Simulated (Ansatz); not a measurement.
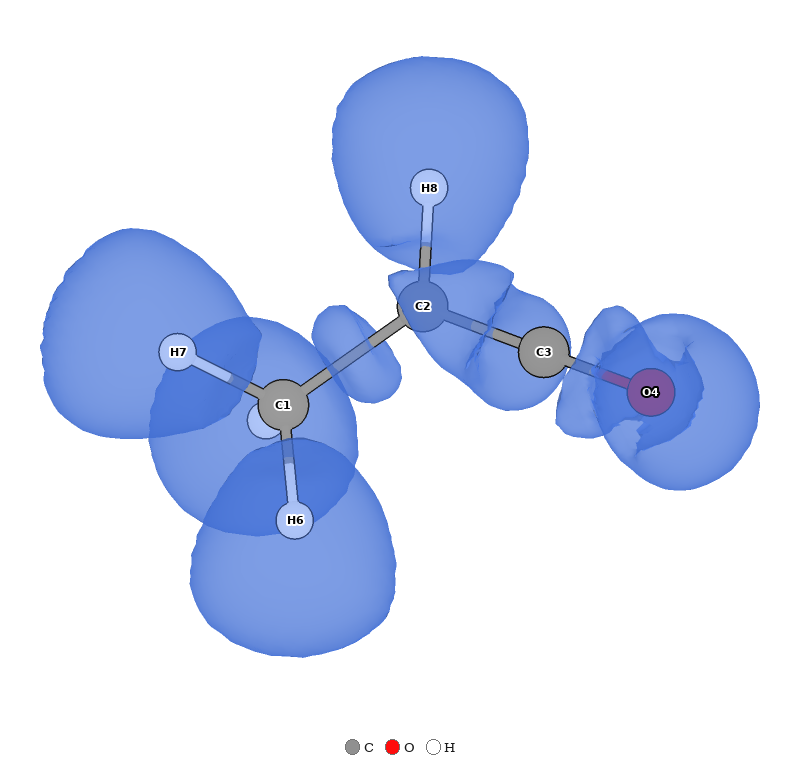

*C₃H₄O (SMILES CC=C=O). Isosurface of the ELF at 0.8 (blue), seen at a tilt. Core shells and regions of very low density are left out.*

The calculation used RKS PBE0-D4/def2-SVP in Ansatz.

```xyz
8

C    -0.5237    0.8004   -0.1893
C    -0.2091   -0.6383    0.1122
C    -0.8211   -1.3593    1.0284
O    -1.3600   -1.9998    1.8375
H    -0.8451    0.9273   -1.2357
H    -1.3300    1.1813    0.4530
H     0.3577    1.4425   -0.0313
H     0.5743   -1.1648   -0.4419
```

Where are the electrons localised?

The ELF exceeds this value in two regions between bonded C–C atoms (shared pairs), four regions around hydrogen nuclei and one region on O in which the atom's valence shell and bonds are merged.

Values along the shortest contacts:
C–O (1.16 Å): the ELF peaks at about 0.85 between the atoms (a short, multiple covalent bond). C–C (1.32 Å): the ELF peaks at about 0.90 between the atoms (a multiple bond).
